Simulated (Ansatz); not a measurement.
A series of calculations on CH6N

## 1. Relaxation

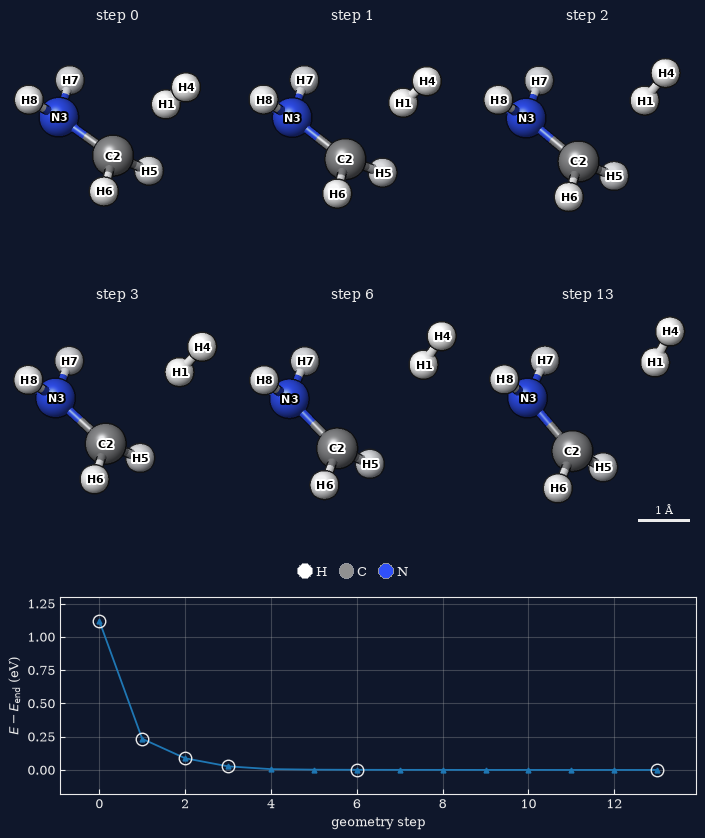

Frames of a relaxation of CH₆N (multiplicity 2) (started from a transition state, displaced along its imaginary mode), marked on the history of the run. A ball-and-stick model, seen at a tilt.

Computed with UKS PBE0-D4/def2-TZVP (Ansatz). Set-up: force threshold 0.005 eV/Å; at most 200 steps.

Describe the path.

The energy falls by 1.122 eV in 13 geometry steps. Largest force component: 8.9 eV/Å at the start, 0.0021 eV/Å at the end. The largest move after the best rigid fit is that of H4, 0.81 Å. Largest moves by element: H 0.81 Å, C 0.43 Å, N 0.05 Å. Among the contacts that change: H1–H4 0.599 → 0.750 Å, C2–N3 1.368 → 1.384 Å. Cost: 17 s on 2 threads of Arm Neoverse V2 (shared host). From step 0 to 1: H4 moves most (0.19 Å), energy −0.887 eV. From step 1 to 2: H4 moves most (0.19 Å), energy −0.146 eV. From step 2 to 3: H1 moves most (0.20 Å), energy −0.061 eV. From step 3 to 6: H1 moves most (0.27 Å), energy −0.026 eV. From step 6 to 13: H4 moves most (0.14 Å), energy −0.001 eV.

## 2. Relaxation

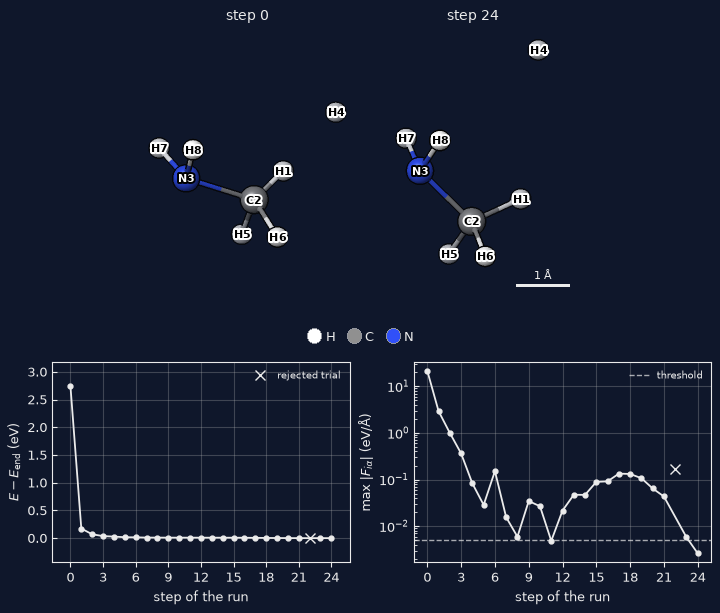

First and last geometry of a relaxation of CH6N (multiplicity 2) (started from a transition state, displaced along its imaginary mode), with the history of the run. Style: ball-and-stick. Shown at a tilt.

Level of theory: Ansatz, UKS PBE0-D4/def2-TZVP.

Input file:
```yaml
crystal:
  periodic: [false, false, false]
  atoms:
    - {symbol: H, position_ang: [-0.605887, -0.593704, -0.235787]}
    - {symbol: C, position_ang: [-0.227629, 0.098752, -0.413155]}
    - {symbol: N, position_ang: [0.815537, 0.653572, 0.468996]}
    - {symbol: H, position_ang: [-1.277326, -1.928134, 0.189322]}
    - {symbol: H, position_ang: [0.235399, 0.028924, -1.424915]}
    - {symbol: H, position_ang: [-0.977870, 0.912572, -0.547149]}
    - {symbol: H, position_ang: [1.587442, 0.007436, 0.566172]}
    - {symbol: H, position_ang: [0.450233, 0.820782, 1.396517]}
basis:
  gaussian: {orbitals: def2-TZVP}
magnetization: {spin_polarized: true, initial_magnetization: 1}
hamiltonian: {xc: pbe0, dispersion: d4}
relax: {f_tol: 0.005, max_steps: 200}
```

Run as
```bash
ansatz run in.yaml --threads 2 --pin off --events-out ev --progress --plain --max-ram 4352MiB
```

Did the run converge, and what did it change?

It converged. The largest move after the best rigid fit is that of H4, 1.28 Å. Largest moves by element: H 1.28 Å, C 0.44 Å, N 0.23 Å. Some distances before and after: H1–C2 0.809 → 1.100 Å, C2–H5 1.115 → 1.092 Å, C2–N3 1.475 → 1.453 Å. Among the angles between lasting bonds that change: H1–C2–N3 121.5° → 115.4°, H5–C2–H6 102.5° → 107.0°, N3–C2–H5 105.8° → 109.4°. Over 23 accepted moves (24 points after the start) the energy falls by 2.743 eV. Largest force component: 21 eV/Å at the start, 0.0026 eV/Å at the end. The line search rejected the trial step at point 22 of the run. The forces were under the threshold at step 11, but the run went on from there.

| step | E − E(0), eV | largest force component, eV/Å | note |
| --- | --- | --- | --- |
| 0 | 0.0000 | 21.4153 |  |
| 1 | -2.5697 | 2.9264 |  |
| 2 | -2.6735 | 0.9973 |  |
| 3 | -2.7058 | 0.3628 |  |
| 4 | -2.7150 | 0.0825 |  |
| 5 | -2.7264 | 0.0286 |  |
| 6 | -2.7282 | 0.1512 |  |
| 7 | -2.7327 | 0.0155 |  |
| 8 | -2.7332 | 0.0059 |  |
| 9 | -2.7341 | 0.0346 |  |
| 10 | -2.7343 | 0.0267 |  |
| 11 | -2.7344 | 0.0048 |  |
| 12 | -2.7345 | 0.0216 |  |
| 13 | -2.7347 | 0.0472 |  |
| 14 | -2.7349 | 0.0469 |  |
| 15 | -2.7354 | 0.0891 |  |
| 16 | -2.7360 | 0.0914 |  |
| 17 | -2.7377 | 0.1338 |  |
| 18 | -2.7391 | 0.1318 |  |
| 19 | -2.7410 | 0.1068 |  |
| 20 | -2.7421 | 0.0645 |  |
| 21 | -2.7427 | 0.0433 |  |
| 22 | -2.7417 | 0.1682 | rejected |
| 23 | -2.7429 | 0.0058 |  |
| 24 | -2.7429 | 0.0026 |  |

## 3. Reaction

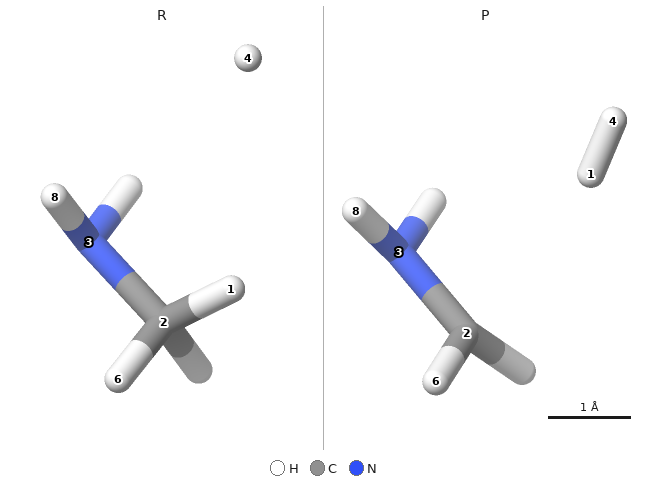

Reactant (R) and product (P) of one elementary step of CH6N (multiplicity 2). A stick model, seen at a tilt.

Stationary points at PBE0-D4/def2-TZVP, single-point energies with CCSD(T)/CBS (def2-TZVPP where no basis is named; Ansatz 0.2.0). The energies are electronic, without zero-point or thermal terms, and both ends are the minima reached downhill from the saddle, with any fragments still in contact. CCSD(T)/CBS stands for a frozen-core estimate: MP2 correlation extrapolated from def2-TZVPP and def2-QZVPP, CCSD(T) minus MP2 from the smaller set.

R:
```xyz
8

H    -0.8406   -0.4293   -0.7377
C    -0.1686    0.4395   -0.6756
N     0.6998    0.4727    0.4885
H    -0.7905   -2.4003    1.3403
H     0.4406    0.4545   -1.5822
H    -0.7865    1.3401   -0.6921
H     1.2905   -0.3482    0.5176
H     0.1552    0.4712    1.3412
```

P:
```xyz
8

H    -1.1100   -1.6640    0.1427
C     0.0252    0.7045   -0.6704
N     0.8263    0.6750    0.4582
H    -1.2875   -2.2868    0.5202
H     0.4966    0.4582   -1.6122
H    -0.7964    1.4079   -0.6696
H     1.5017   -0.0725    0.4936
H     0.3442    0.7780    1.3375
```

**Predict the saddle point between them and the barrier.**

Counted by bonded pieces, R holds CH₅N + H and P holds CH₄N + H₂. From R over the saddle to P, a bond forms: H1–H4 (2.86 → 1.08 → 0.75 Å). A bond breaks: H1–C2 (1.10 → 1.24 → 2.75 Å). The saddle has one imaginary mode, 836i cm⁻¹. With CCSD(T)/CBS the barrier is 7.1 kcal/mol from R and 16.8 kcal/mol from P, and P lies 9.7 kcal/mol below R.

Saddle geometry:

```xyz
8

H    -0.7260   -0.8523   -0.1425
C    -0.1698    0.2165   -0.4504
N     0.8138    0.6431    0.4728
H    -1.2007   -1.7775    0.1328
H     0.2531    0.0127   -1.4347
H    -0.9956    0.9249   -0.5256
H     1.5857   -0.0028    0.5568
H     0.4394    0.8355    1.3908
```

The saddle point in the same view, with dashed sticks for the bonds that form or break:

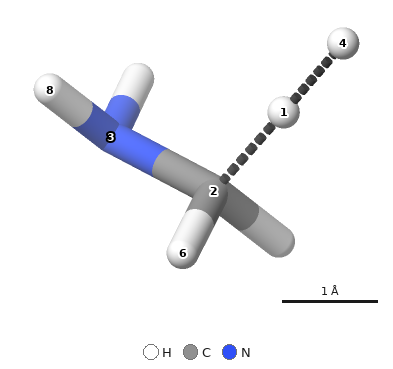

## 4. Path

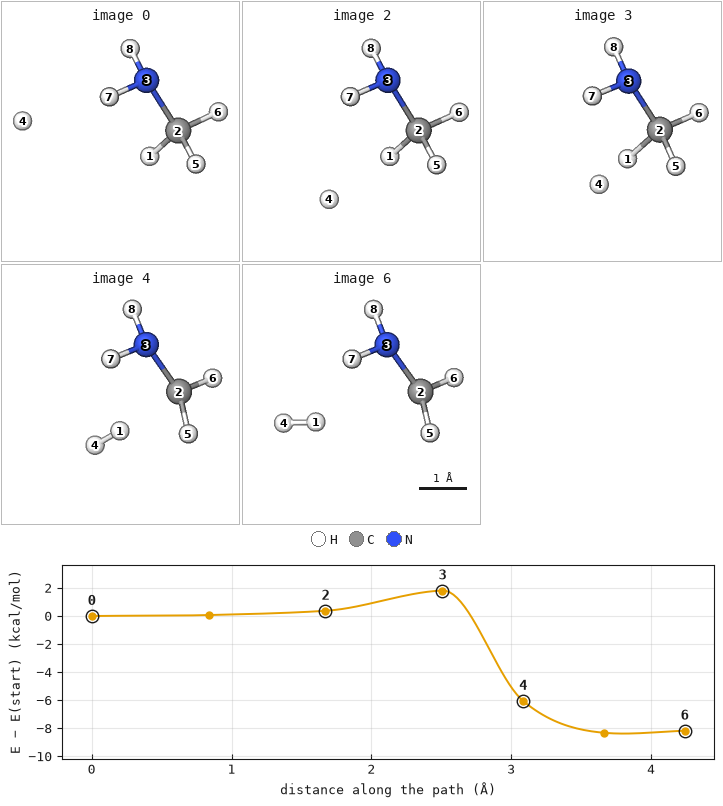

A nudged-elastic-band calculation for CH6N (multiplicity 2), made up of CH5N and H. Images are numbered from 0 (start) to 6 (end). A ball-and-stick model, seen from a free direction.

The calculation used UKS PBE0-D4/def2-SVP in Ansatz.

The input:
```yaml
crystal:
  periodic: [false, false, false]
  atoms:
    - {symbol: H, position_ang: [-0.816880, -0.323117, -0.814456]}
    - {symbol: C, position_ang: [-0.104228, 0.498058, -0.647302]}
    - {symbol: N, position_ang: [0.693764, 0.393299, 0.561997]}
    - {symbol: H, position_ang: [-0.996344, -2.444427, 1.102121]}
    - {symbol: H, position_ang: [0.557790, 0.545892, -1.514861]}
    - {symbol: H, position_ang: [-0.671022, 1.431636, -0.627297]}
    - {symbol: H, position_ang: [1.236878, -0.460393, 0.559275]}
    - {symbol: H, position_ang: [0.099941, 0.359252, 1.380523]}
basis:
  gaussian: {orbitals: def2-SVP}
magnetization: {spin_polarized: true, initial_magnetization: 1}
hamiltonian: {xc: pbe0, dispersion: d4}
neb:
  images: 5
  climbing: true
  max_iterations: 40
  initial_path: idpp
  final_atoms:
    - {symbol: H, position_ang: [-1.120306, -1.658765, 0.121533]}
    - {symbol: C, position_ang: [0.033153, 0.710163, -0.664043]}
    - {symbol: N, position_ang: [0.827334, 0.666157, 0.468983]}
    - {symbol: H, position_ang: [-1.303585, -2.283875, 0.492431]}
    - {symbol: H, position_ang: [0.508790, 0.469421, -1.605136]}
    - {symbol: H, position_ang: [-0.784402, 1.418283, -0.661829]}
    - {symbol: H, position_ang: [1.498307, -0.085412, 0.501799]}
    - {symbol: H, position_ang: [0.340609, 0.764227, 1.346262]}
```

Run as
```bash
ansatz run in.yaml --threads 2 --pin off --events-out ev --progress --plain --max-ram 4352MiB
```

> What happens along the path, and what is the barrier?

The energy climbs by 1.8 kcal/mol to image 3 and then falls by 10.0 kcal/mol, so the end point sits at −8.2 kcal/mol. Image 5 lies below both ends, at −8.3 kcal/mol, so an end isn't at the bottom of its valley. A hydrogen atom shifts from one atom to another. Breaking: H1–C2 (1.10 → 1.24 at the top → 2.75 Å). Forming: H1–H4 (2.86 → 1.10 at the top → 0.75 Å). The band converged in 17 iterations. The largest component of the band force went from 3.3 to 0.039 eV/Å. The climbing image converged on the top of the path. Its curvatures weren't checked. The largest force component is 0.53 eV/Å at the start and 0.47 eV/Å at the end; an end with forces this large is no minimum, and the barrier measured from it can be far off.

Limits of the set-up: the start holds two separate molecules, 2.9 Å apart at their closest, whose relative position is a soft coordinate.
